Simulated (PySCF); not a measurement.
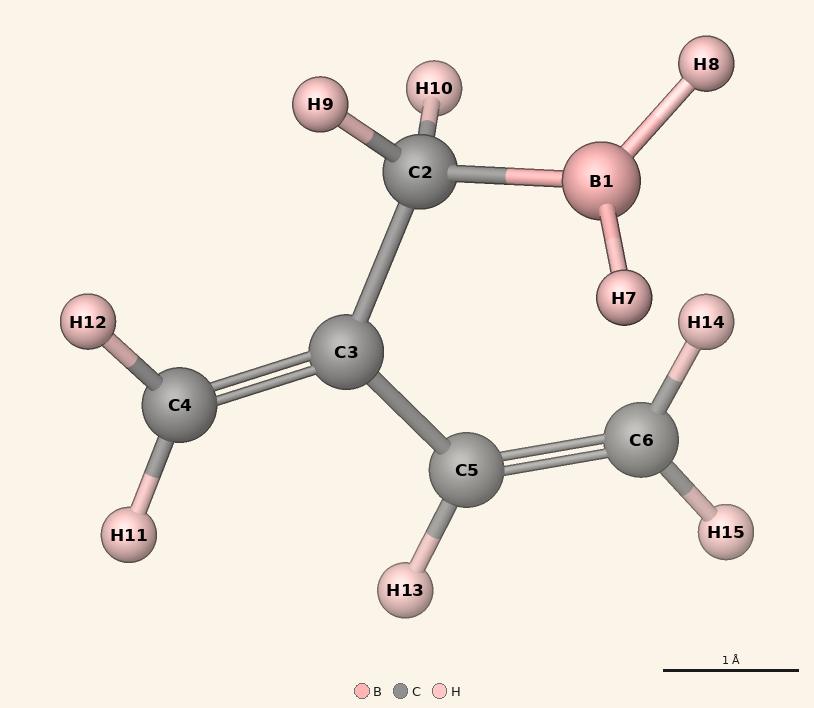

Orthographic view. Depth is shown by fading: the farther an atom, the more it takes the colour of the background. The computed structure is the end point of a GFN2-xTB optimisation. No frequency run is at hand to confirm it as a minimum.

Write a MOL file (V2000) with the atoms in numerical order, bonds sorted by atom number with the orders drawn, and coordinates in the frame of the picture: x right, y up, z towards the viewer, origin at the mean position.

```
C5H9B
                    3D

 15 14  0  0  0  0  0  0  0  0999 V2000
    1.1000    1.0700    1.1200 B   0  0  0  0  0  0  0  0  0  0  0  0
   -0.2400    1.1400    0.3000 C   0  0  0  0  0  0  0  0  0  0  0  0
   -0.7900   -0.2000   -0.1100 C   0  0  0  0  0  0  0  0  0  0  0  0
   -2.0300   -0.5900    0.1900 C   0  0  0  0  0  0  0  0  0  0  0  0
    0.1000   -1.0800   -0.8600 C   0  0  0  0  0  0  0  0  0  0  0  0
    1.4000   -0.8500   -1.0400 C   0  0  0  0  0  0  0  0  0  0  0  0
    1.2700    0.2000    1.8900 H   0  0  0  0  0  0  0  0  0  0  0  0
    1.8800    1.9400    1.0400 H   0  0  0  0  0  0  0  0  0  0  0  0
   -0.9800    1.6400    0.9300 H   0  0  0  0  0  0  0  0  0  0  0  0
   -0.1400    1.7600   -0.6000 H   0  0  0  0  0  0  0  0  0  0  0  0
   -2.4100   -1.5600   -0.1200 H   0  0  0  0  0  0  0  0  0  0  0  0
   -2.7100    0.0300    0.7500 H   0  0  0  0  0  0  0  0  0  0  0  0
   -0.3500   -1.9700   -1.2700 H   0  0  0  0  0  0  0  0  0  0  0  0
    1.8800    0.0200   -0.6300 H   0  0  0  0  0  0  0  0  0  0  0  0
    2.0300   -1.5400   -1.5800 H   0  0  0  0  0  0  0  0  0  0  0  0
  1  2  1  0
  1  7  1  0
  1  8  1  0
  2  3  1  0
  2  9  1  0
  2 10  1  0
  3  4  2  0
  3  5  1  0
  4 11  1  0
  4 12  1  0
  5  6  2  0
  5 13  1  0
  6 14  1  0
  6 15  1  0
M  END
```
